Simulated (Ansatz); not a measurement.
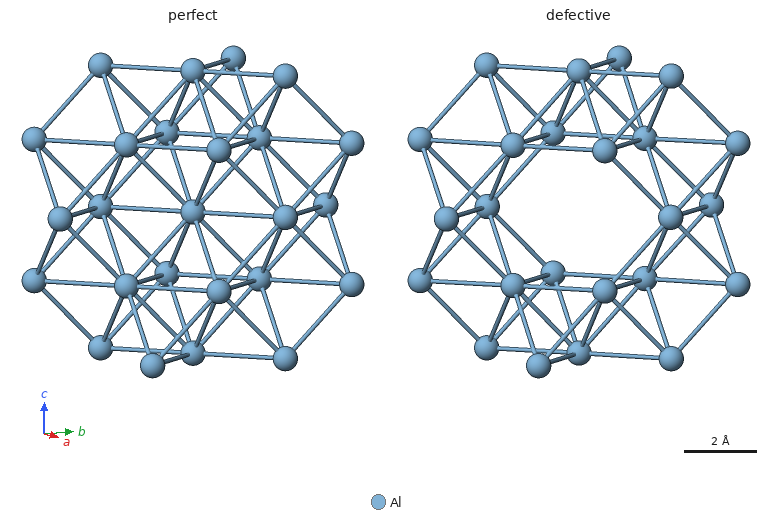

Left: perfect Al. Right: the same region with one point defect, after relaxing the atoms in a supercell of 27 sites. Style: ball-and-stick. Shown: the atoms within 5.4 Å of one point, in a slice 5.0 Å thick across the line of sight, slightly off an axis.

All numbers below come from DFT LDA, scalar-relativistic, plane waves, PAW in Ansatz 0.2.0. (plane-wave cutoff 420 eV; k-point mesh 4 × 4 × 4; occupations gaussian; smearing width 0.1 eV; no spin polarisation) The cell is small and the k-mesh coarse, so the numbers are rough. The axes drawn are those of the host's conventional cell.

Which defect is it?

Answer. An aluminium atom is taken out (a vacancy).

The charge state of the cell is 0.

How does the lattice respond?

Answer. Around the empty Al site the host had 12 Al at 2.82 Å; after relaxation the nearest atoms are 12 Al at 2.80 Å. Of the host's atoms, an aluminium atom moves furthest from its site, by 0.02 Å. Relaxing the atoms from the host's sites lowers the energy by 0.02 eV. At a tolerance of 0.02 Å the relaxed supercell has space group Fm-3m.
